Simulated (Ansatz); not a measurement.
**CoSn (CoSn type, space group P6/mmm): scan of one atom of the cell**

Starting cell, CoSn (CoSn type, space group P6/mmm):

```yaml
crystal:
  lattice:
    - [5.29399, 0.00000, 0.00000]
    - [-2.64700, 4.58473, 0.00000]
    - [0.00000, 0.00000, 4.23543]
  atoms:
    - { symbol: Co, position: [0.50000, 0.00000, 0.00000] }
    - { symbol: Co, position: [0.50000, 0.50000, 0.00000] }
    - { symbol: Co, position: [0.00000, 0.50000, 0.00000] }
    - { symbol: Sn, position: [0.00000, 0.00000, 0.00000] }
    - { symbol: Sn, position: [0.33333, 0.66667, 0.50000] }
    - { symbol: Sn, position: [0.66667, 0.33333, 0.50000] }
```

In each cell atom 1 (Co, nearest neighbour Sn at 2.612 Å; its periodic images, 4.2 Å or more away, move with it) moves by s·(0.707, 0.707, 0.000) (along Cartesian [110]), the rest being held.

Calculation: PBE (plane waves to 420 eV, PAW, scalar-relativistic; Ansatz, an electronic-structure program). k mesh 8×8×9 (Γ-centred), Fermi-Dirac smearing 0.05 eV. Energies are smeared free energies. With partly filled bands, energies and forces of such displacements shift with the k mesh and the smearing. F∥ is the force on the atom along that direction. CoSn is run without spin polarisation. CoSn was relaxed with its symmetry unable to fall. The zero of ΔE is the undisplaced structure.

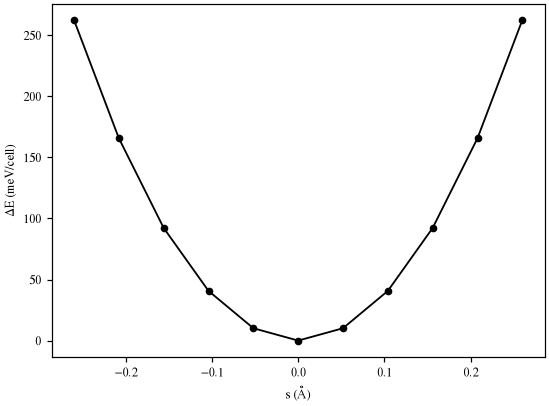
Figure. ΔE (meV/cell) against s (Å); markers are the computed points, lines only join them.

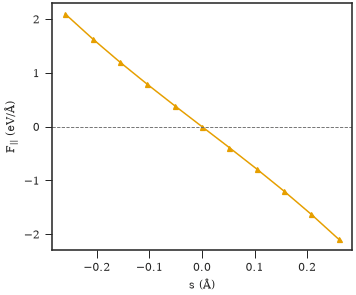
*F∥ (eV/Å) against s (Å); one marker a computed point.*

The force constant k = d²E/ds² at s = 0 (finite differences) is 7.47 eV/Å², the energy at s = 0.260 Å is 262 meV/cell and the force along the line at s = -0.260 Å comes out as 2.09 eV/Å. Harmonic estimate at the end of the scan: ½ks² = 253 meV/cell against the computed 262 meV/cell, so the well is close to harmonic there. Symmetry of the curve: even: the same for both signs.

The forces along the line at the two nearest points give (0.390 − (-0.390)) / (2·0.052) = 7.50 eV/Å²; the next pair corrects for the finite step.

(For displaced atoms, the force is minus the slope of the energy, and its curvature is a force constant, which sets phonon frequencies.)
